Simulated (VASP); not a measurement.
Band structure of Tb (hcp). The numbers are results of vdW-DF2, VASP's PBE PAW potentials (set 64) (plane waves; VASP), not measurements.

The 4f electrons are frozen in the core of the lanthanide potential, so 4f levels, which can set the real gap, and their magnetism are missing.

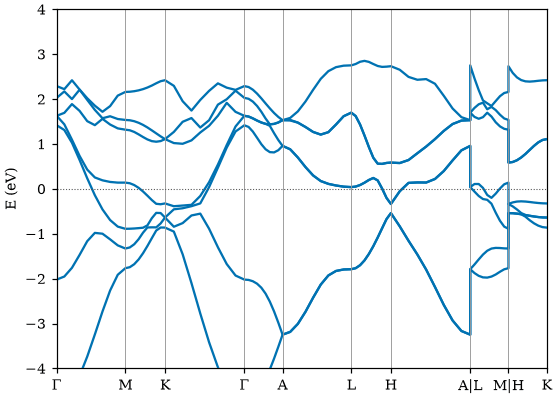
Bands along high-symmetry lines, zero at the valence-band maximum or, without a gap, the Fermi level

Problem. Read the plot: is there a gap, and where are the band edges?

Solution. It has no gap at this level: it comes out as a metal or semimetal. (Edges off the drawn lines would not show.)

The compound is Tb in the hcp structure. It was relaxed first, which changed the volume by +6 %.
